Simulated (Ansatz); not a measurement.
Nudged elastic band, with input and output: C₄H₉BOS (part 2 of 2)

C₄H₉BOS, SMILES COC1(C)CBS1; RKS B3LYP/6-31G* (Ansatz 0.2.0). It belongs to a series of runs on one base structure; here: band between the two ends.

Geometry of the input (Å):
```
C  -2.0135  -0.6267  -0.0315
O  -1.0404  -0.2422  0.9301
C  0.2660  -0.0549  0.4307
C  0.8791  -1.3429  -0.1099
C  0.4598  1.2052  -0.4738
B  1.4491  1.8982  0.5428
S  1.3031  0.6676  1.8434
H  -2.9803  -0.5701  0.4744
H  -2.0275  0.0528  -0.8958
H  -1.8635  -1.6536  -0.3912
H  1.9264  -1.1894  -0.3835
H  0.3433  -1.6755  -1.0076
H  0.8254  -2.1363  0.6422
H  0.8232  0.9941  -1.4877
H  -0.4818  1.7622  -0.5687
H  2.1085  2.8888  0.5305
```

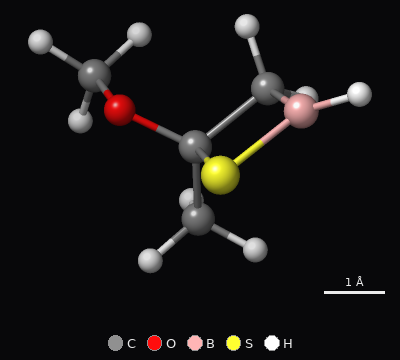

*The structure as given in the input (ball-and-stick view, seen at a tilt).*

```
Total energy: -17853.32777549 eV, -656.0976943290 hartree
Atom 0 at    -2.043507    -0.898327     0.079696 Å, force     0.000077     0.012350    -0.007687 eV/Å
Atom 1 at    -1.200984     0.136854     0.564302 Å, force    -0.017889    -0.010145     0.019826 eV/Å
Atom 2 at     0.175461     0.116831     0.289775 Å, force    -0.010779     0.000384    -0.021862 eV/Å
Atom 3 at     0.726367    -1.210005    -0.219380 Å, force     0.004155     0.009505     0.016366 eV/Å
Atom 4 at     0.642597     1.365760    -0.520766 Å, force     0.019802    -0.004630     0.006980 eV/Å
Atom 5 at     1.576029     1.911474     0.630447 Å, force    -0.007571    -0.002228    -0.000087 eV/Å
Atom 6 at     1.132544     0.685513     1.864876 Å, force    -0.000831    -0.002063    -0.014074 eV/Å
Atom 7 at    -3.041985    -0.657323     0.451826 Å, force    -0.000883     0.004525    -0.004558 eV/Å
Atom 8 at    -2.077602    -0.930844    -1.018492 Å, force    -0.001263    -0.005438     0.000037 eV/Å
Atom 9 at    -1.761019    -1.888722     0.456837 Å, force     0.003708    -0.006233     0.006448 eV/Å
Atom 10 at     1.803407    -1.120418    -0.378711 Å, force     0.006617    -0.005804    -0.004407 eV/Å
Atom 11 at     0.263281    -1.479401    -1.176701 Å, force     0.003386     0.007024     0.003164 eV/Å
Atom 12 at     0.557126    -2.022780     0.493564 Å, force     0.002136     0.000612    -0.001175 eV/Å
Atom 13 at     1.097525     1.130979    -1.492883 Å, force    -0.001872     0.001666    -0.004234 eV/Å
Atom 14 at    -0.216264     2.022249    -0.709298 Å, force    -0.001485     0.001798     0.007231 eV/Å
Atom 15 at     2.343924     2.815562     0.729306 Å, force     0.002692    -0.001322    -0.001968 eV/Å
Dipole moment:    -0.175746    -0.356144    -0.477534 e Å
this run last wrote the band of iteration 9 to [file]
```

The last band as extended XYZ (Å, eV, eV/Å):
```
16
Properties=species:S:1:pos:R:3:forces:R:3 image=0 energy=-17853.40897
C    -2.0135   -0.6267   -0.0315   -0.0154   0.0055   0.0010
O    -1.0404   -0.2422    0.9301   -0.0093  -0.0025  -0.0143
C     0.2660   -0.0549    0.4307    0.0019   0.0070   0.0036
C     0.8791   -1.3429   -0.1099    0.0037   0.0017  -0.0040
C     0.4598    1.2052   -0.4738   -0.0025  -0.0056   0.0007
B     1.4491    1.8982    0.5428   -0.0006  -0.0029   0.0001
S     1.3031    0.6676    1.8434   -0.0005  -0.0011   0.0019
H    -2.9803   -0.5701    0.4744    0.0127  -0.0004   0.0088
H    -2.0275    0.0528   -0.8958    0.0020  -0.0026  -0.0027
H    -1.8635   -1.6536   -0.3912   -0.0021  -0.0020  -0.0004
H     1.9264   -1.1894   -0.3835    0.0030   0.0003   0.0009
H     0.3433   -1.6755   -1.0076    0.0016  -0.0024   0.0039
H     0.8254   -2.1363    0.6422    0.0005  -0.0011   0.0006
H     0.8232    0.9941   -1.4877   -0.0007   0.0028  -0.0035
H    -0.4818    1.7622   -0.5687    0.0019  -0.0002   0.0018
H     2.1085    2.8888    0.5305    0.0038   0.0033   0.0017
16
Properties=species:S:1:pos:R:3:forces:R:3 image=1 energy=-17853.39252
C    -2.0124   -0.7220   -0.0010   -0.0091   0.0154   0.0038
O    -1.0748   -0.1280    0.8870    0.0053  -0.0070   0.0047
C     0.2453    0.0012    0.4065    0.0014  -0.0146   0.0075
C     0.8175   -1.2987   -0.1496    0.0086  -0.0039   0.0004
C     0.5051    1.2653   -0.4783    0.0031  -0.0122  -0.0011
B     1.4956    1.9111    0.5696   -0.0067   0.0114  -0.0109
S     1.2872    0.6642    1.8456    0.0017   0.0013   0.0033
H    -2.9978   -0.5435    0.4368    0.0121   0.0042  -0.0007
H    -1.9844   -0.2700   -1.0030    0.0039   0.0288   0.0012
H    -1.8610   -1.8055   -0.0949   -0.0027   0.0020  -0.0287
H     1.8794   -1.1812   -0.3814   -0.0010  -0.0018   0.0020
H     0.3015   -1.5793   -1.0760    0.0050  -0.0104   0.0086
H     0.7058   -2.1125    0.5741    0.0097  -0.0016   0.0054
H     0.8965    1.0526   -1.4822   -0.0136  -0.0048   0.0040
H    -0.4183    1.8468   -0.5977   -0.0071  -0.0064   0.0088
H     2.1917    2.8768    0.5889   -0.0110  -0.0006  -0.0083
16
Properties=species:S:1:pos:R:3:forces:R:3 image=2 energy=-17853.35315
C    -2.0271   -0.8208    0.0327   -0.0226   0.0134  -0.0025
O    -1.1378    0.0079    0.7683    0.0112   0.0071   0.0235
C     0.2102    0.0667    0.3610   -0.0099  -0.0292  -0.0198
C     0.7624   -1.2494   -0.1767    0.0340   0.0067   0.0217
C     0.5739    1.3214   -0.5007    0.0003  -0.0124   0.0029
B     1.5486    1.9160    0.5921   -0.0105   0.0147  -0.0273
S     1.2191    0.6834    1.8542    0.0101  -0.0153   0.0227
H    -3.0241   -0.6045    0.4253    0.0177   0.0032  -0.0052
H    -2.0207   -0.6040   -1.0452    0.0107   0.0355   0.0016
H    -1.8164   -1.8875    0.1831   -0.0067  -0.0039  -0.0360
H     1.8335   -1.1524   -0.3720   -0.0044  -0.0062   0.0019
H     0.2722   -1.5173   -1.1206    0.0020  -0.0040   0.0111
H     0.6156   -2.0638    0.5397    0.0072  -0.0074   0.0066
H     0.9928    1.0934   -1.4905   -0.0172  -0.0046   0.0059
H    -0.3170    1.9439   -0.6523   -0.0123  -0.0021   0.0075
H     2.2917    2.8444    0.6461   -0.0096   0.0043  -0.0146
16
Properties=species:S:1:pos:R:3:forces:R:3 image=3 energy=-17853.32753
C    -2.0435   -0.8983    0.0797    0.0001   0.0123  -0.0077
O    -1.2010    0.1369    0.5643   -0.0179  -0.0101   0.0198
C     0.1755    0.1168    0.2898   -0.0108   0.0004  -0.0219
C     0.7264   -1.2100   -0.2194    0.0042   0.0095   0.0164
C     0.6426    1.3658   -0.5208    0.0198  -0.0046   0.0070
B     1.5760    1.9115    0.6304   -0.0076  -0.0022  -0.0001
S     1.1325    0.6855    1.8649   -0.0008  -0.0021  -0.0141
H    -3.0420   -0.6573    0.4518   -0.0009   0.0045  -0.0046
H    -2.0776   -0.9308   -1.0185   -0.0013  -0.0054   0.0000
H    -1.7610   -1.8887    0.4568    0.0037  -0.0062   0.0064
H     1.8034   -1.1204   -0.3787    0.0066  -0.0058  -0.0044
H     0.2633   -1.4794   -1.1767    0.0034   0.0070   0.0032
H     0.5571   -2.0228    0.4936    0.0021   0.0006  -0.0012
H     1.0975    1.1310   -1.4929   -0.0019   0.0017  -0.0042
H    -0.2163    2.0222   -0.7093   -0.0015   0.0018   0.0072
H     2.3439    2.8156    0.7293    0.0027  -0.0013  -0.0020
16
Properties=species:S:1:pos:R:3:forces:R:3 image=4 energy=-17853.40304
C    -2.0539   -0.9435    0.1654   -0.0129  -0.0231   0.0120
O    -1.2570    0.2318    0.1666   -0.0341   0.0368  -0.0514
C     0.1300    0.1534    0.1553    0.0081  -0.0158  -0.0365
C     0.7151   -1.1833   -0.2845    0.0093   0.0211  -0.0133
C     0.7191    1.3968   -0.5578    0.0179   0.0074   0.0081
B     1.5551    1.8867    0.6878    0.0009  -0.0120   0.0018
S     0.9397    0.6824    1.8683   -0.0340  -0.0112  -0.0022
H    -3.0586   -0.6265    0.4547    0.0036   0.0077   0.0014
H    -2.0993   -1.3817   -0.8405   -0.0047  -0.0775   0.0366
H    -1.7075   -1.7053    0.8728    0.0078   0.0330   0.0695
H     1.8020   -1.1016   -0.3596   -0.0019   0.0004  -0.0089
H     0.3193   -1.4607   -1.2695    0.0078   0.0107  -0.0233
H     0.4919   -1.9877    0.4225   -0.0097   0.0045  -0.0241
H     1.2336    1.1666   -1.5004    0.0219   0.0146   0.0036
H    -0.0988    2.0897   -0.7943    0.0178   0.0155  -0.0033
H     2.3462    2.7602    0.8577    0.0022  -0.0121   0.0299
16
Properties=species:S:1:pos:R:3:forces:R:3 image=5 energy=-17853.52777
C    -2.0398   -0.9171    0.2745   -0.0080  -0.0033   0.0128
O    -1.2671    0.2099   -0.1181   -0.0255   0.0162  -0.0397
C     0.1093    0.1444    0.0263    0.0182  -0.0296   0.0181
C     0.7294   -1.1897   -0.3725   -0.0006   0.0169  -0.0419
C     0.7607    1.3978   -0.6019    0.0029  -0.0055  -0.0034
B     1.4734    1.8555    0.7297   -0.0112  -0.0097   0.0099
S     0.7393    0.6362    1.8262   -0.0179   0.0008  -0.0027
H    -3.0672   -0.5624    0.3838    0.0061   0.0085  -0.0106
H    -2.0142   -1.7020   -0.4924    0.0127  -0.0408   0.0442
H    -1.7042   -1.3351    1.2319    0.0014   0.0438   0.0457
H     1.8195   -1.1197   -0.3517    0.0016  -0.0027  -0.0059
H     0.4123   -1.4438   -1.3921    0.0143  -0.0009  -0.0232
H     0.4343   -2.0015    0.2989   -0.0068   0.0049  -0.0218
H     1.3651    1.1871   -1.4935    0.0159   0.0077   0.0028
H    -0.0272    2.1021   -0.8990    0.0068   0.0016  -0.0061
H     2.2535    2.7156    0.9945   -0.0097  -0.0078   0.0219
16
Properties=species:S:1:pos:R:3:forces:R:3 image=6 energy=-17853.57395
C    -2.0374   -0.8423    0.3862   -0.0044  -0.0010   0.0077
O    -1.2482    0.1532   -0.2497   -0.0061  -0.0023  -0.0039
C     0.1257    0.0947   -0.0515    0.0102   0.0036   0.0027
C     0.7600   -1.2238   -0.4779   -0.0029  -0.0031   0.0000
C     0.7864    1.3716   -0.6249    0.0008   0.0017   0.0009
B     1.3731    1.8396    0.7631    0.0000  -0.0001   0.0012
S     0.6545    0.5448    1.7809   -0.0028  -0.0005  -0.0033
H    -3.0784   -0.5525    0.2286    0.0032   0.0026  -0.0009
H    -1.8760   -1.8395   -0.0425   -0.0008  -0.0002  -0.0015
H    -1.8316   -0.8739    1.4653   -0.0003  -0.0001  -0.0012
H     1.8485   -1.1678   -0.3961   -0.0018   0.0014  -0.0001
H     0.4946   -1.4214   -1.5246    0.0015  -0.0006  -0.0001
H     0.4217   -2.0654    0.1336    0.0042  -0.0009  -0.0006
H     1.4937    1.1764   -1.4413   -0.0004  -0.0002  -0.0010
H     0.0139    2.0472   -1.0130   -0.0007   0.0003  -0.0003
H     2.0763    2.7365    1.1083    0.0003  -0.0005   0.0004
```
